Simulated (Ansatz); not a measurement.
## Geometry relaxation of Mg (part 2 of 2)

Continued. System: Mg (defect cell, 13 atoms in the cell). Method: DFT PBEsol, scalar-relativistic, plane waves, PAW, no spin polarisation (Ansatz 0.2.0); cutoff 420 eV, 3×2×3 k-mesh, Fermi–Dirac smearing of 0.1 eV. It belongs to a series of runs on one base structure; here: end point B relaxed.

Geometry of the input (Å; fractional positions):
```
6.4200  0.0000  0.0000
-4.8150  8.3398  0.0000
0.0000  0.0000  5.2130
Mg 0.0000  0.0000  0.0000
Mg 0.1667  0.2222  0.5000
Mg -0.0000  0.3333  0.0000
Mg 0.1667  0.5556  0.5000
Mg -0.0000  0.6667  0.0000
Mg 0.1667  0.8889  0.5000
Mg 0.5000  0.0000  0.0000
Mg 0.6667  0.2222  0.5000
Mg 0.5000  0.3333  0.0000
Mg 0.6667  0.5556  0.5000
Mg 0.5000  0.6667  0.0000
Mg 0.6667  0.8889  0.5000
Mg 0.3406  0.1047  0.2527
```

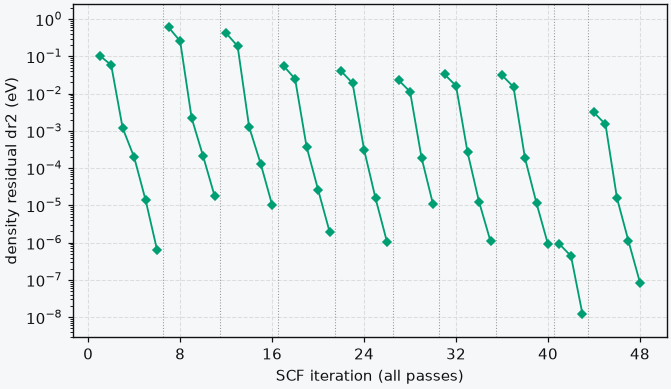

Fig. 1: Convergence of the self-consistent field: density residual dr2 against the SCF iteration. The dotted lines part the SCF passes of the relaxation: geometry steps, rejected trials and re-solves on a re-selected basis. The 10 passes take 3 to 6 iterations each, 48 in all.

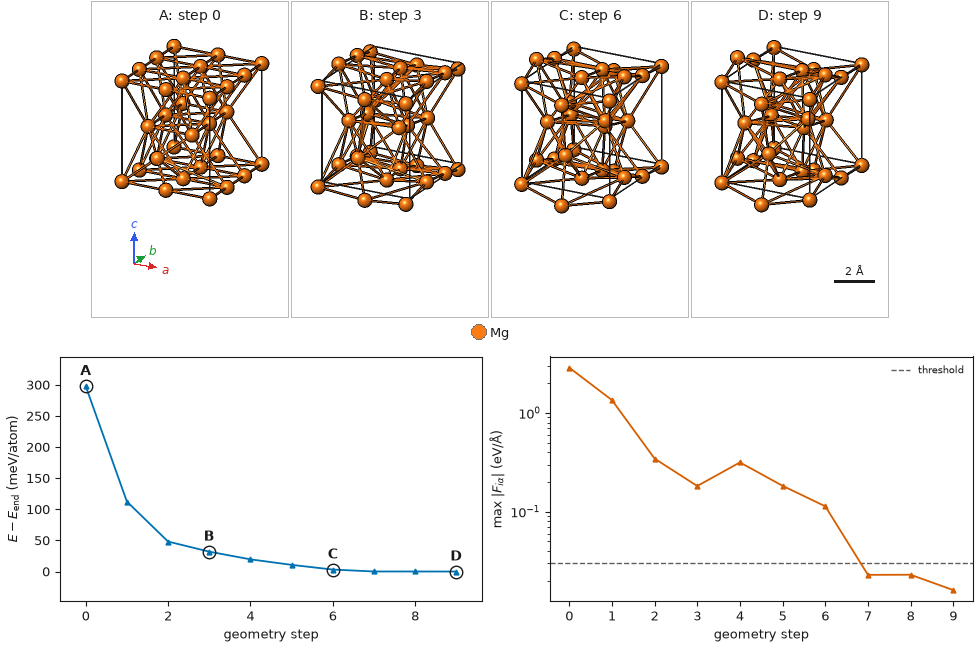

Fig. 2: Frames of the relaxation (ball-and-stick view of the cell of the calculation, seen slightly off an axis) above the curves, on which the letters mark them (the first geometry is step 0 here and step 1 in the log).

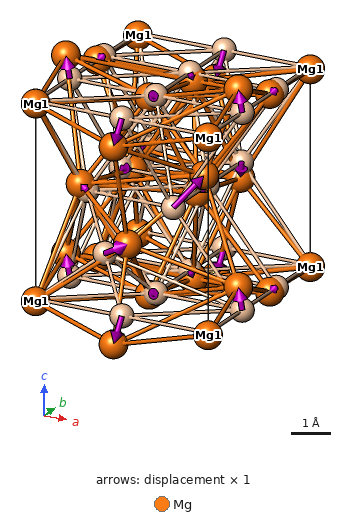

Fig. 3: Start (faint) and end (solid) with the displacements as pink arrows, at true length (ball-and-stick view of the cell of the calculation, seen slightly off an axis). The largest move is that of Mg8, 1.17 Å. The cell doesn't change. Distances before and after: Mg5–Mg8 4.531 → 3.237 Å, Mg7–Mg13 4.275 → 3.172 Å, Mg12–Mg13 3.836 → 2.918 Å, Mg4–Mg7 4.531 → 3.677 Å. New bonds form: Mg12–Mg13 (3.84 → 2.92 Å), Mg5–Mg8 (4.53 → 3.24 Å), Mg7–Mg13 (4.27 → 3.17 Å). The energy falls by 298 meV per atom in 9 geometry steps. Largest force component: 2.9 eV/Å at the start, 0.016 eV/Å at the end. (Atoms are counted from 1 in the order of the input.)

```
SCF converged after 5 iterations
Free energy (F): -24854.478955 eV
Harris-Foulkes:  -24854.478955 eV  (|F-HF|=3.93e-8)
Internal energy: -24854.215433 eV  (E = F + TS)
E sigma→0 (E₀):  -24854.347194 eV
Entropy (-TS):   -0.263522 eV (-20.271 meV/atom)
Fermi energy:    6.040721 eV
--- Per-component energies (eV) ---
  E_band       = -4555.442487
  E_kinetic    = 981.073332
  E_local      = -20845.441041  (includes V_loc(G=0)·N_el)
  E_nonlocal   = 1253.823342
  E_hartree    = 7439.184593
  E_xc         = -369.620668
  E_vxc        = -479.362357  (∫ρ·V_xc dr)
  E_paw        = -3653.970242  (= ΣΔE_a)
  E_vpaw       = -343.903260  (= ΣTr[D̂ρ^β])
  E_aug_tail   = -0.000029  (compensation charges beyond the density's cutoff)
  E_ewald      = -9660.029929
  E_core_change = 0.765209  (= ΣΔE_core)
  E_smearing   = -0.263522  (= −TS)
  E_closure    = -0.000000  (closes the sum)
  Σ components = -24854.478955   (vs F -24854.478955, Δ=0.00e0)
--- Forces (eV/Å), atoms counted from 1 ---
  atom   1  Mg    -0.00915391    -0.00633700     0.00495784
  atom   2  Mg    -0.01203777     0.01034476     0.00141364
  atom   3  Mg     0.00340071    -0.00624449    -0.01248581
  atom   4  Mg    -0.00024530     0.01410142     0.00471466
  atom   5  Mg    -0.00055695     0.01043921     0.00758009
  atom   6  Mg     0.01009018    -0.00058428    -0.00131228
  atom   7  Mg    -0.00350357     0.00268611     0.01608386
  atom   8  Mg     0.01096981    -0.00987222     0.00502878
  atom   9  Mg    -0.00091919    -0.00779252    -0.00221732
  atom  10  Mg    -0.00466380    -0.01224080     0.00128031
  atom  11  Mg    -0.00245650    -0.00404474     0.00380802
  atom  12  Mg     0.01273635     0.00292818    -0.01601894
  atom  13  Mg    -0.00365310     0.00662500    -0.01282933
  max |Σ_I F_I| component: 8.62e-6 eV/Å
--- Relaxed structure (10 steps of the walk, 10 accepted, 0 SCFs on fresh bases) ---
  F+E_penalty+E_count = -24854.47895506 eV   max|allowed force component| = 1.608e-2 eV/Å
  atoms:
    - { symbol: Mg, position: [0.0026842329893133473, -0.004659647093696202, -0.010167729816421509] }
    - { symbol: Mg, position: [0.13882303770946008, 0.20504044463873272, 0.5356544895232471] }
    - { symbol: Mg, position: [-0.015515827823021605, 0.32225193843321626, 0.11857321765158355] }
    - { symbol: Mg, position: [0.20916556765719863, 0.5963588892940604, 0.48395318043332824] }
    - { symbol: Mg, position: [-0.0215956950502873, 0.6402249830626755, -0.01643466438118521] }
    - { symbol: Mg, position: [0.052874888230304284, 0.8390769282456614, 0.49617974917931795] }
    - { symbol: Mg, position: [0.4700066237428244, -0.031222685956625668, -0.13905836197340252] }
    - { symbol: Mg, position: [0.7919200593412136, 0.3148525663233511, 0.6526155639534845] }
    - { symbol: Mg, position: [0.45578171341529294, 0.3425576266071205, -0.019345529413522633] }
    - { symbol: Mg, position: [0.6212037917224166, 0.5287977181820606, 0.4606750928997749] }
    - { symbol: Mg, position: [0.5153338577781381, 0.6715322545329295, -0.040309090000605854] }
    - { symbol: Mg, position: [0.6544129577992542, 0.8992174670850682, 0.4141403825038957] }
    - { symbol: Mg, position: [0.4655028624878928, 0.11398361664544553, 0.31622707944050504] }
```

Trajectory as extended XYZ (Å, eV, eV/Å), 8 of the 10 frames kept, from step=1 to step=10:
```
13
Lattice="6.4200 0.0000 0.0000 -4.8150 8.3398 0.0000 0.0000 0.0000 5.2130" Properties=species:S:1:pos:R:3:forces:R:3 step=1 energy=-24850.60680
Mg    0.0000    0.0000    0.0000   -1.9723  -1.0242  -1.5823
Mg    0.0000    1.8533    2.6065   -1.7886   1.0577   1.4125
Mg   -1.6050    2.7799    0.0000   -0.0049  -0.0439   0.0093
Mg   -1.6050    4.6332    2.6065    0.0302  -0.0092   0.0406
Mg   -3.2100    5.5599    0.0000    0.0359   0.0754   0.0112
Mg   -3.2100    7.4132    2.6065   -0.1073  -2.8761   2.1141
Mg    3.2100    0.0000    0.0000    2.5985  -1.4977  -2.2814
Mg    3.2100    1.8533    2.6065    2.3765   1.5104   2.0342
Mg    1.6050    2.7799    0.0000   -0.1002   2.1307  -1.5273
Mg    1.6050    4.6332    2.6065   -0.0343  -0.0563  -0.0001
Mg    0.0000    5.5599    0.0000   -0.0235   0.0075  -0.0444
Mg    0.0000    7.4132    2.6065   -0.0326   0.0469  -0.0178
Mg    1.6826    0.8730    1.3174   -0.9776   0.6787  -0.1686
13
Lattice="6.4200 0.0000 0.0000 -4.8150 8.3398 0.0000 0.0000 0.0000 5.2130" Properties=species:S:1:pos:R:3:forces:R:3 step=2 energy=-24853.01776
Mg   -0.1257   -0.0586   -0.1196   -0.6799  -0.4365  -0.6299
Mg   -0.1230    1.9167    2.7235   -0.5734   0.4631   0.5144
Mg   -1.6088    2.7932    0.0590   -0.0013  -0.0158   0.1596
Mg   -1.5934    4.6455    2.6362    0.0029   0.0103  -0.0120
Mg   -3.1975    5.5782    0.0287    0.0033   0.0494   0.1322
Mg   -3.2131    7.2729    2.7331   -0.0663  -1.3505   0.9302
Mg    3.3417   -0.0670   -0.1308    1.0498  -0.7211  -1.0475
Mg    3.3398    1.9216    2.7299    0.9340   0.7240   0.9097
Mg    1.5984    2.9113   -0.1181   -0.0528   0.9062  -0.5692
Mg    1.5919    4.6188    2.5837   -0.0018  -0.0474  -0.1191
Mg   -0.0091    5.5476   -0.0304    0.0040  -0.0078   0.0094
Mg   -0.0069    7.4023    2.5432   -0.0213   0.0186  -0.1651
Mg    1.6880    0.8697    1.3180   -0.5972   0.4075  -0.1127
13
Lattice="6.4200 0.0000 0.0000 -4.8150 8.3398 0.0000 0.0000 0.0000 5.2130" Properties=species:S:1:pos:R:3:forces:R:3 step=4 energy=-24854.06349
Mg   -0.1577   -0.1197   -0.2879   -0.0025  -0.0378  -0.0503
Mg   -0.1315    2.0315    2.8736   -0.0428   0.0807   0.0488
Mg   -1.5937    2.7305    0.2858   -0.0219  -0.0355   0.0803
Mg   -1.5452    4.7069    2.6823    0.0187   0.0340  -0.0037
Mg   -3.1672    5.5588    0.1316    0.0228  -0.0109   0.0497
Mg   -3.3478    6.9928    2.8036   -0.0933  -0.1370   0.0173
Mg    3.3706   -0.2307   -0.4655   -0.0037  -0.0999  -0.1820
Mg    3.4056    2.1594    2.9783    0.0411   0.1314   0.1141
Mg    1.5681    3.0712   -0.1159   -0.0273   0.0621   0.0001
Mg    1.5362    4.5656    2.5111   -0.0181   0.0008  -0.0434
Mg    0.0113    5.5451   -0.0794    0.0211  -0.0186   0.0085
Mg   -0.0422    7.5063    2.2781   -0.0435   0.0497  -0.1083
Mg    1.7761    0.8344    1.3609    0.1494  -0.0192   0.0689
13
Lattice="6.4200 0.0000 0.0000 -4.8150 8.3398 0.0000 0.0000 0.0000 5.2130" Properties=species:S:1:pos:R:3:forces:R:3 step=5 energy=-24854.22373
Mg   -0.1095   -0.0724   -0.2696    0.0280   0.0071   0.0359
Mg   -0.1032    2.0213    2.8724   -0.0423  -0.0031  -0.0309
Mg   -1.6018    2.6904    0.3771   -0.0499  -0.0102   0.0267
Mg   -1.5120    4.7832    2.6816    0.0058   0.0579  -0.0262
Mg   -3.1579    5.5079    0.1270    0.0176  -0.0342  -0.0246
Mg   -3.5129    6.9089    2.7701   -0.1294   0.0292  -0.0241
Mg    3.3222   -0.2902   -0.6379   -0.0893   0.0028  -0.0762
Mg    3.4294    2.3039    3.0921    0.0070   0.0561   0.0445
Mg    1.5082    3.0368   -0.0612   -0.0569  -0.0447   0.0028
Mg    1.4896    4.5136    2.5000   -0.0075  -0.0099  -0.0097
Mg    0.0496    5.5629   -0.0989    0.0510  -0.0008   0.0289
Mg   -0.0749    7.5935    2.1663   -0.0497   0.0269  -0.0530
Mg    1.9560    0.7923    1.4374    0.3156  -0.0772   0.1060
13
Lattice="6.4200 0.0000 0.0000 -4.8150 8.3398 0.0000 0.0000 0.0000 5.2130" Properties=species:S:1:pos:R:3:forces:R:3 step=6 energy=-24854.33910
Mg   -0.0665   -0.0287   -0.2263    0.0734   0.0253   0.0731
Mg   -0.0891    1.9927    2.8462    0.0005  -0.0912  -0.0583
Mg   -1.6214    2.6731    0.4288   -0.0536   0.0137   0.0330
Mg   -1.4952    4.8490    2.6717   -0.0234   0.0920  -0.0362
Mg   -3.1536    5.4679    0.1080   -0.0003  -0.0499  -0.0568
Mg   -3.6476    6.8789    2.7433   -0.1044   0.1472  -0.0512
Mg    3.2758   -0.3190   -0.7506   -0.1115   0.0525   0.0542
Mg    3.4515    2.4042    3.1686   -0.0031   0.0310   0.0139
Mg    1.4532    2.9846   -0.0290   -0.0452  -0.1087   0.0050
Mg    1.4613    4.4749    2.4926   -0.0032  -0.0409   0.0047
Mg    0.0857    5.5767   -0.1064    0.0499   0.0222   0.0157
Mg   -0.1045    7.6413    2.1027    0.0377  -0.0415  -0.0277
Mg    2.1331    0.7565    1.5069    0.1829  -0.0517   0.0305
13
Lattice="6.4200 0.0000 0.0000 -4.8150 8.3398 0.0000 0.0000 0.0000 5.2130" Properties=species:S:1:pos:R:3:forces:R:3 step=7 energy=-24854.43724
Mg    0.0156   -0.0324   -0.1366    0.0320   0.0057   0.0300
Mg   -0.0862    1.8905    2.8324   -0.0006  -0.0845  -0.0392
Mg   -1.6591    2.6366    0.5269   -0.0281   0.0131   0.0277
Mg   -1.4976    4.9106    2.5995   -0.0184   0.0486  -0.0323
Mg   -3.1810    5.3840    0.0019   -0.0046  -0.0350  -0.0381
Mg   -3.6881    6.9340    2.6461   -0.0393   0.1135  -0.0414
Mg    3.2302   -0.3133   -0.7627   -0.0701   0.0449   0.0613
Mg    3.4813    2.5171    3.2970   -0.0060   0.0152   0.0057
Mg    1.3405    2.9396   -0.0348   -0.0246  -0.0789   0.0060
Mg    1.4480    4.4575    2.4653    0.0107  -0.0269   0.0028
Mg    0.0892    5.5940   -0.1497    0.0206   0.0241   0.0004
Mg   -0.1149    7.5910    2.1090    0.0466  -0.0496   0.0023
Mg    2.3048    0.8429    1.5621    0.0819   0.0101   0.0148
13
Lattice="6.4200 0.0000 0.0000 -4.8150 8.3398 0.0000 0.0000 0.0000 5.2130" Properties=species:S:1:pos:R:3:forces:R:3 step=9 energy=-24854.47747
Mg    0.0408   -0.0373   -0.0650    0.0003   0.0007  -0.0080
Mg   -0.0969    1.7536    2.8013    0.0029  -0.0230  -0.0054
Mg   -1.6575    2.6652    0.5932   -0.0024   0.0155   0.0166
Mg   -1.5185    4.9641    2.5393   -0.0088  -0.0027  -0.0084
Mg   -3.2129    5.3459   -0.0681    0.0024  -0.0087  -0.0061
Mg   -3.6985    6.9892    2.5954   -0.0024   0.0065  -0.0006
Mg    3.1799   -0.2742   -0.7292   -0.0020   0.0035  -0.0085
Mg    3.5435    2.6025    3.3788    0.0070   0.0111   0.0057
Mg    1.2824    2.8724   -0.0832    0.0019  -0.0054  -0.0043
Mg    1.4423    4.4188    2.4182    0.0050   0.0035  -0.0046
Mg    0.0851    5.6019   -0.1961   -0.0074   0.0009  -0.0029
Mg   -0.1223    7.5208    2.1456    0.0000  -0.0096   0.0114
Mg    2.4151    0.9292    1.6263    0.0034   0.0077   0.0152
13
Lattice="6.4200 0.0000 0.0000 -4.8150 8.3398 0.0000 0.0000 0.0000 5.2130" Properties=species:S:1:pos:R:3:forces:R:3 step=10 energy=-24854.47895
Mg    0.0397   -0.0389   -0.0530   -0.0092  -0.0063   0.0050
Mg   -0.0960    1.7100    2.7924   -0.0120   0.0103   0.0014
Mg   -1.6513    2.6875    0.6181    0.0034  -0.0062  -0.0125
Mg   -1.5286    4.9735    2.5229   -0.0002   0.0141   0.0047
Mg   -3.2213    5.3394   -0.0857   -0.0006   0.0104   0.0076
Mg   -3.7007    6.9978    2.5866    0.0101  -0.0006  -0.0013
Mg    3.1678   -0.2604   -0.7249   -0.0035   0.0027   0.0161
Mg    3.5681    2.6258    3.4021    0.0110  -0.0099   0.0050
Mg    1.2767    2.8569   -0.1008   -0.0009  -0.0078  -0.0022
Mg    1.4420    4.4101    2.4015   -0.0047  -0.0122   0.0013
Mg    0.0750    5.6005   -0.2101   -0.0025  -0.0040   0.0038
Mg   -0.1284    7.4993    2.1589    0.0127   0.0029  -0.0160
Mg    2.4397    0.9506    1.6485   -0.0037   0.0066  -0.0128
```

Key numbers:

```json
{"quantity": "outcome", "value": "converged"}
{"quantity": "electrons treated", "value": "130"}
{"quantity": "free energy", "value": "−24854.4790 eV"}
{"quantity": "Fermi energy", "value": "6.041 eV"}
{"quantity": "final volume", "value": "279.11 Å³"}
{"quantity": "largest force (length of the vector) at the end", "value": "0.021 eV/Å"}
{"quantity": "hardware", "value": "2 threads of Arm Neoverse V1, 24 GiB of memory available, shared host"}
{"quantity": "wall time", "value": "61 s (CPU time 2 min)"}
{"quantity": "peak memory", "value": "0.57 GiB"}
```
